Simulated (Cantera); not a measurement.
A closed system holds: 1 mol CaCO₃, 0.068 mol C, 13 mol O₂, 0.053 mol CH₄, equilibrated at 1300 Pa.

Method: chemical equilibrium by Gibbs-energy minimisation in Cantera with the NASA 1993 tables (ideal gas, pure condensed phases). Candidate condensed phases: C, C₆H₆, C₇H₈, C₈H₁₈, Ca, CaCO₃, CaO, Ca(OH)₂, H₂O; 115 gas species. Kinetics and transport are ignored.

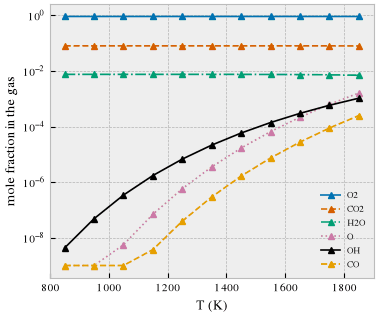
Fig. 1. Equilibrium gas composition (values under 1e-9 drawn at 1e-9)

From 850 K to 1850 K the condensed part is CaO(s).
